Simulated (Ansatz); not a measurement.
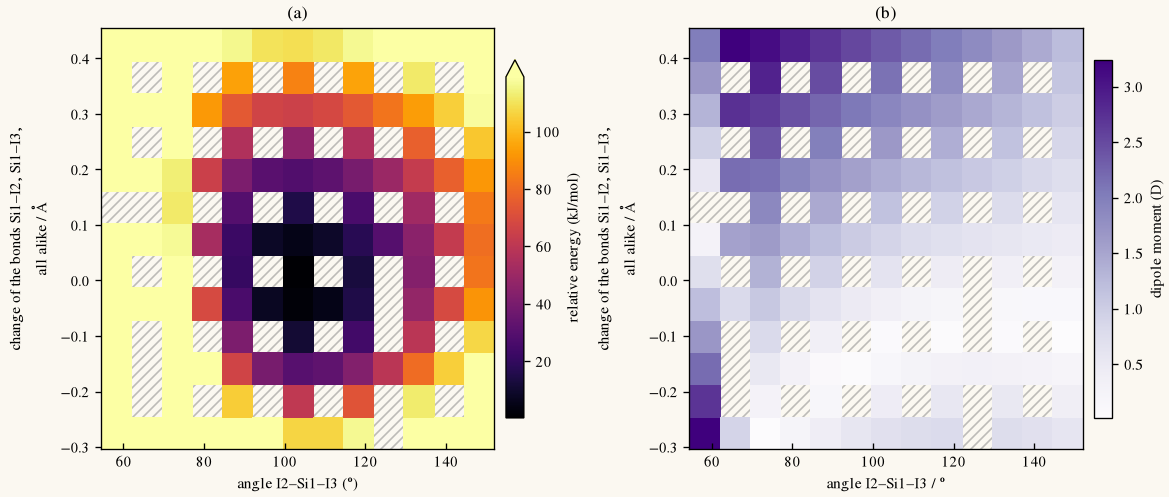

SiI2. Coordinates scanned: (1) angle I2–Si1–I3; (2) change of the bonds Si1–I2, Si1–I3, all alike. Nothing is relaxed (all other coordinates rigid). Grid: 13 × 13 points. At 40 points there is no value. Points are written as (first, second). All energies are given in kJ/mol relative to the relaxed molecule at the same level. Method: RKS PBE-D4/def2-TZVP (Ansatz).

Panel (a) is the energy and panel (b) the computed dipole moment on the same grid.

Drawn: one coloured cell a grid point, one colour for all values above the top of the scale, hatched blanks where no value was computed.

How does the dipole moment vary over the map, and what is it at the lowest grid point?

Answer. Leaving out the highest fifth of the energies, it runs from 0.03 D at (148.2°, −0.100 Å) to 3.11 D at (73.2°, 0.425 Å). At the lowest grid point, (103.2°, 0.017 Å), it is 0.63 D.

```tsv
second ↓, first →	58.2	65.7	73.2	80.7	88.2	95.7	103.2	110.7	118.2	125.7	133.2	140.7	148.2
0.425	2.02	3.24	3.11	2.90	2.71	2.53	2.35	2.18	2.01	1.84	1.65	1.45	1.23
0.366	1.68	–	2.88	–	2.47	–	2.13	–	1.81	–	1.49	–	1.12
0.308	1.33	2.74	2.64	2.43	2.23	2.06	1.90	1.75	1.61	1.47	1.32	1.17	1.00
0.250	0.96	–	2.39	–	1.99	–	1.66	–	1.40	–	1.15	–	0.88
0.191	0.56	2.18	2.14	1.92	1.72	1.56	1.41	1.28	1.17	1.07	0.96	0.86	0.75
0.133	–	–	1.88	–	1.46	–	1.16	–	0.94	–	0.77	–	0.61
0.075	0.27	1.54	1.62	1.39	1.19	1.03	0.90	0.79	0.70	0.63	0.57	0.52	0.46
0.017	0.72	–	1.35	–	0.92	–	0.63	–	0.46	–	0.36	–	0.31
−0.042	1.20	0.82	1.08	0.84	0.64	0.49	0.36	0.27	0.20	–	0.14	0.14	0.14
−0.100	1.69	–	0.81	–	0.37	–	0.09	–	0.05	–	0.08	–	0.03
−0.158	2.19	–	0.54	0.29	0.10	0.06	0.18	0.26	0.30	0.32	0.31	0.27	0.22
−0.216	2.71	–	0.28	–	0.17	–	0.44	–	0.55	–	0.53	–	0.41
−0.275	3.24	0.90	0.02	0.24	0.43	0.58	0.69	0.76	0.80	–	0.76	0.70	0.60
```
